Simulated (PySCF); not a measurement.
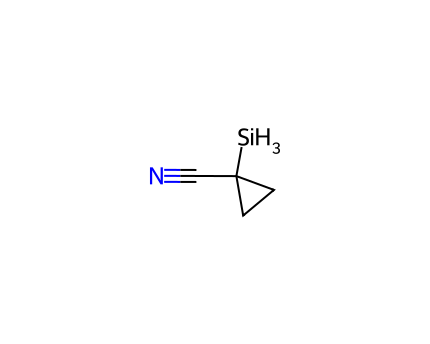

Skeletal drawing of a molecule.

Question: Write the SMILES.

Answer: N#CC1([SiH3])CC1

Question: Give the formula, hydrogens included.

Answer: C4H7NSi.

Question: An optimisation with PBE0-D3(BJ)/def2-SVP gave a structure of which point group?

Answer: Cs.

The parts below concern this one geometry. Atoms keep their numbers from picture to picture. The computed structure is the end point of a PBE0-D3(BJ)/def2-SVP optimisation. No frequency run is at hand to confirm it as a minimum.

Quadrupole coupling

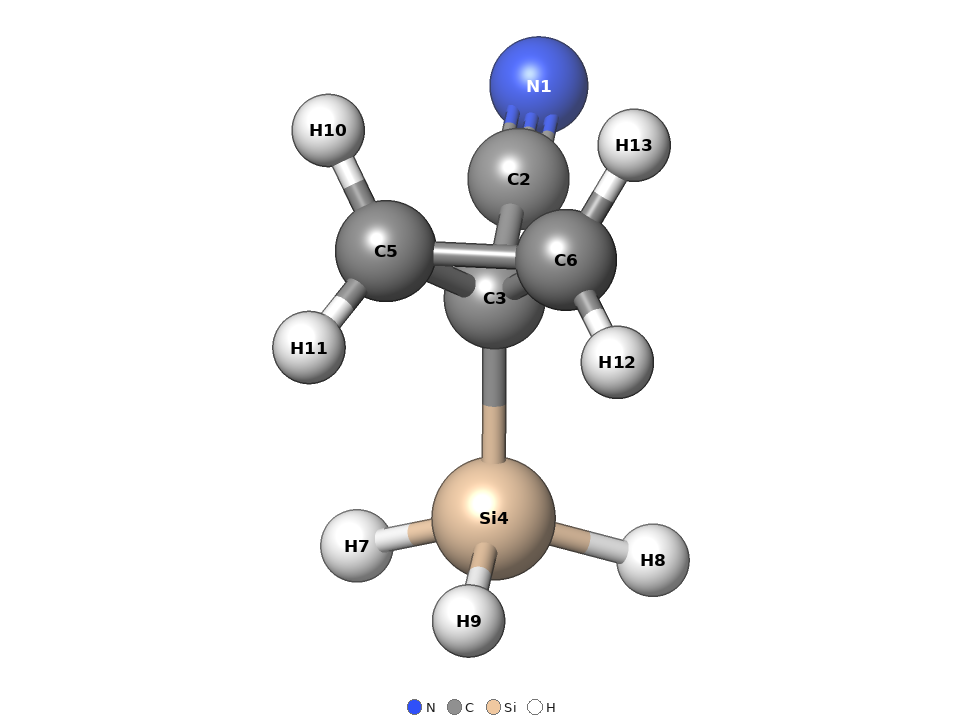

No frequency run is at hand to confirm it as a minimum. Electric field gradients from the ground-state density, PBE0/cc-pVDZ (PySCF 2.14.0), non-relativistic apart from any core potentials.

Give the largest field-gradient component, the quadrupole coupling constant and the asymmetry for 14N at N1 (Q = 20.44 mb), 2H at H7 (Q = 2.86 mb), 2H at H9 (Q = 2.86 mb).

```
atom  V_zz (a.u.)  e²qQ/h (MHz)     η
  N1       −0.729         −3.50  0.12
  H7        0.159         0.107  0.02
  H9        0.157         0.105  0.03
```

Ring current

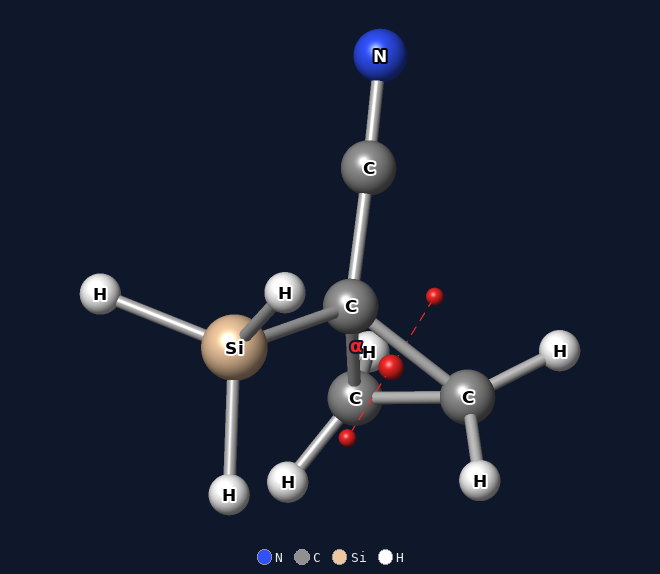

The small points mark where nucleus-independent chemical shifts (NICS) were computed: at the centre of each lettered ring and 1 Å above and below it. No frequency run is at hand to confirm it as a minimum. Properties computed with GIAO PBE0/IGLO-III NMR shielding, non-relativistic, gas phase (PySCF 2.14.0).

Give NICS(0), NICS(1) and the out-of-plane component NICS(1)zz for each ring (means of the two sides).

```json
{"ring": "α", "members": "C3", "NICS(0)": "−44.9", "NICS(1)": "−8.9", "NICS(1)zz": "−24.2"}
```

Values in ppm.

Electronic properties

No frequency run is at hand to confirm it as a minimum. Method: PBE0/def2-TZVP, gas phase (PySCF 2.14.0).

What does the calculation give?

- dipole moment: 4.26 D
- HOMO energy (Kohn–Sham orbital): −8.51 eV
- LUMO energy (Kohn–Sham orbital): 0.08 eV
- HOMO–LUMO gap: 8.59 eV
